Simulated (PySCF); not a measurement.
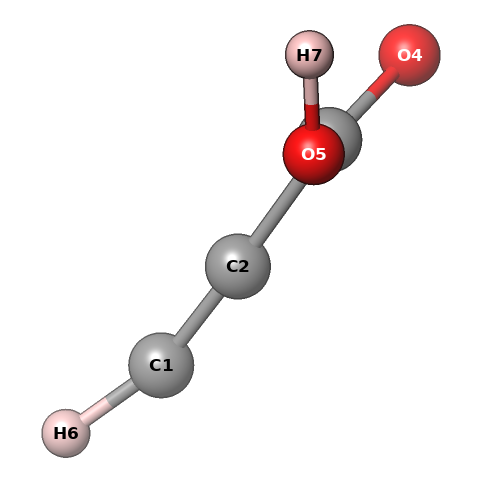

C3 lies behind O5. The molecule seen nearly along the O5–C3 bond, O5 in front. Atoms fade into the background with distance from the viewer. Geometry: a frame of a GFN2-xTB molecular-dynamics simulation, not a minimum.

What is the torsion angle H7–O5–C3–O4? The sign is positive where the front bond must turn clockwise to cover the back bond.

Answer. 43°, synclinal (gauche).
